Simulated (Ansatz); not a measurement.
## Electronic structure of FH4NO2Si in real space

The calculation's input:

```
crystal:
  periodic: [false, false, false]
  atoms:
    - {symbol: F, position_ang: [1.053424, 0.761268, 1.871348]}
    - {symbol: "N", position_ang: [-0.522273, -1.043168, 0.870139]}
    - {symbol: O, position_ang: [0.990075, 0.621693, -0.890642]}
    - {symbol: O, position_ang: [2.146243, -1.330179, 0.784912]}
    - {symbol: Si, position_ang: [1.130036, -0.052037, 0.477657]}
    - {symbol: H, position_ang: [-0.939787, -1.344722, -0.011774]}
    - {symbol: H, position_ang: [-0.332858, -1.864949, 1.447445]}
    - {symbol: H, position_ang: [-1.192270, -0.444728, 1.356177]}
    - {symbol: H, position_ang: [2.812270, -1.434594, 0.090456]}
basis:
  gaussian:
    orbitals: def2-TZVPD
total_charge: 0
hamiltonian:
  xc: pbe0
output:
  forces: true
  orbitals: {seedname: orbitals}
```

Command:

```sh
ansatz run input.yaml --threads 1 --pin off --max-ram 2610MiB --events-out events.jsonl --progress --plain --runs-dir runs
```

Geometry: B3LYP/6-31G*.

All numbers below come from Ansatz, isolated molecule in a Gaussian basis; Kohn-Sham density functional theory, functional PBE0.

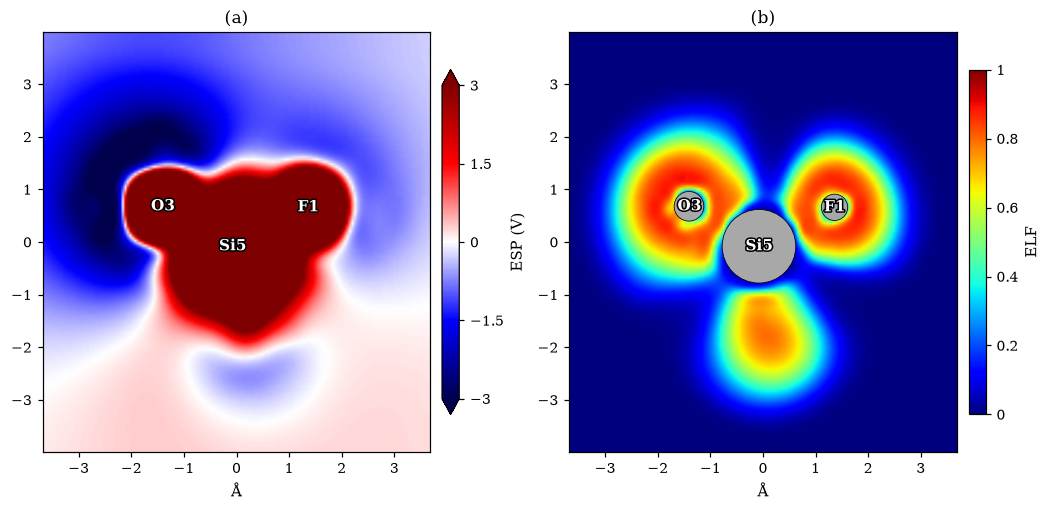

Figure 1. (a) electrostatic potential; (b) electron localisation function on the plane of atoms F1, Si5 and O3. Grey discs cover the atomic cores in the ELF map.

What does the map show?

- The section cuts through F, O and Si sites.
- Si–O (1.53 Å): the ELF peaks at about 0.85 between the atoms (a polar covalent bond).
- Si–F (1.62 Å): the ELF peaks at about 0.85 in the valence shell of F, 0.6 Å from its nucleus, and is about 0.50 at the midpoint.
- The ELF also peaks beside O3 and F1, away from the bonds: lone-pair regions.
- Outside the dense part of the molecule the potential is most negative (−3.4 V) near O3.

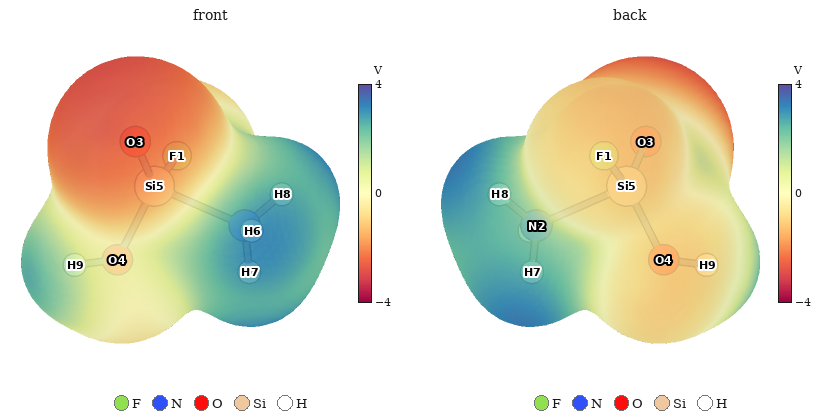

Figure 2. The molecular electrostatic potential painted on the density surface at 0.002 e/bohr³, seen from the front and from behind; red is negative and blue positive.

Describe the electrostatic potential map.

The most negative region (about −2.8 V) lies over O3, the most positive (about +3.3 V) over H7 and H8. O3 is the likeliest acceptor of a hydrogen bond.

What dipole moment does the calculation give?

Its dipole moment is 6.49 D.

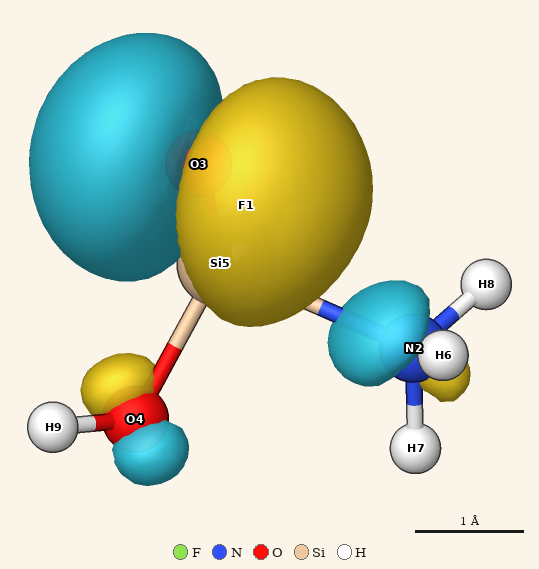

Figure 3. The HOMO−1 at ±0.1 Å⁻³ᐟ² (yellow and cyan are the two phases), seen across its widest extent.

Describe this orbital and give its energy.

Its weight (Hirshfeld) is mainly on O3 (about 75 %) and Si5 (about 20 %). Its energy is −7.46 eV.
